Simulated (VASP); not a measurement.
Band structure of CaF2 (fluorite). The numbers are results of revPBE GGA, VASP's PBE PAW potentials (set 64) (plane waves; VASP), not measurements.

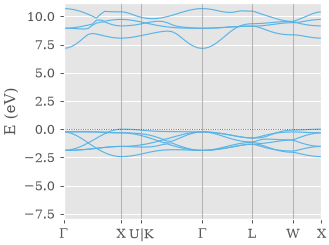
Bands along high-symmetry lines, zero at the valence-band maximum or, without a gap, the Fermi level

**Question.** Read the plot: is there a gap, and where are the band edges?

**Answer.** The gap is indirect, 7.15 eV, from the valence maximum at X to the conduction minimum at Γ. (Edges off the drawn lines would not show.)

Measured: gap 11.80 eV (computed value off by -4.65 eV), as given by E. Cadelano et al., The European Physical Journal B (2011), arXiv:1107.5962.

The compound is CaF2 in the fluorite structure. It was relaxed first, which changed the volume by +7 %.
